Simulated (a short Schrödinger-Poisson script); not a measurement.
System: symmetric double-gate stack, SiO2 on p-type Si(100), at 300 K.

```
layer  material  thickness (nm)  Na (cm⁻³)
-----  --------  --------------  ---------
1          SiO2             3.1          -
2            Si               4       3e17
3          SiO2             3.1          -
```

The device is made up for the run: typed textbook-type constants, with dimensions and the other settings drawn at random. SiO2: permittivity 3.9, conduction-band edge (eV) 3.15, gap (eV) 9, electron mass (mₑ) 0.5. Si: permittivity 11.7, conduction-band edge (eV) 0, gap (eV) 1.124, Nv at 300 K (cm⁻³) 3.1e19.

Channel valleys (confinement mass, in-plane density-of-states mass, number): Δ2 0.916, 0.19, 2; Δ4 0.19, 0.417, 4. At the gates, both at one voltage, the conduction-band edge of layer 1 lies 3.41 eV − eVg above the Fermi level of the channel. Gaps are held at their typed values at every temperature. Mesh 0.03 nm at interfaces.

Solved with a short Schrödinger-Poisson script written for these runs: 1D Poisson equation in equilibrium, electrons quantum, Hartree (BenDaniel-Duke, 12 states a valley, the channel's in-plane mass for all, wave functions free to enter the dielectric), parabolic valleys, classical holes, full ionisation, no traps, pinning or gate leakage.

Only gate voltages with over 1e8 electrons/cm² are shown.

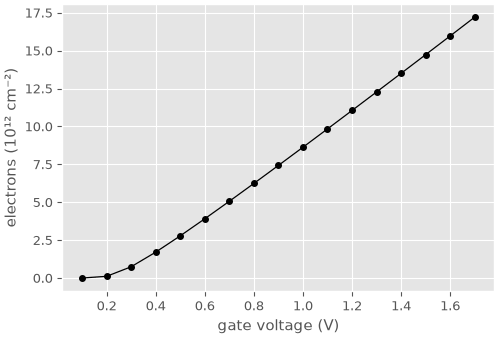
Figure. Sheet density against gate voltage

| Vg (V) | electrons (cm⁻²) | C (μF/cm²) | Δ2 E0 (meV) | Δ2 E1 (meV) | Δ4 E0 (meV) | Δ4 E1 (meV) |
|---|---|---|---|---|---|---|
| 0.1 | 3.40e9 | 0.0212 | 193.3 | 263.9 | 255.3 | 515.0 |
| 0.3 | 7.46e11 | 1.38 | 53.0 | 122.2 | 114.6 | 372.6 |
| 0.5 | 2.79e12 | 1.77 | 16.6 | 82.0 | 77.4 | 330.6 |
| 0.7 | 5.07e12 | 1.87 | -1.0 | 60.4 | 58.9 | 307.2 |
| 0.9 | 7.43e12 | 1.91 | -12.8 | 44.8 | 46.4 | 289.8 |
| 1.1 | 9.84e12 | 1.94 | -21.8 | 32.2 | 37.0 | 275.6 |
| 1.3 | 1.23e13 | 1.96 | -29.0 | 21.6 | 29.3 | 263.3 |
| 1.5 | 1.47e13 | 1.98 | -35.1 | 12.2 | 22.9 | 252.6 |
| 1.7 | 1.72e13 | 1.99 | -40.5 | 3.8 | 17.4 | 242.8 |

Subbands count from the Fermi level. The capacitance is that of both gates.
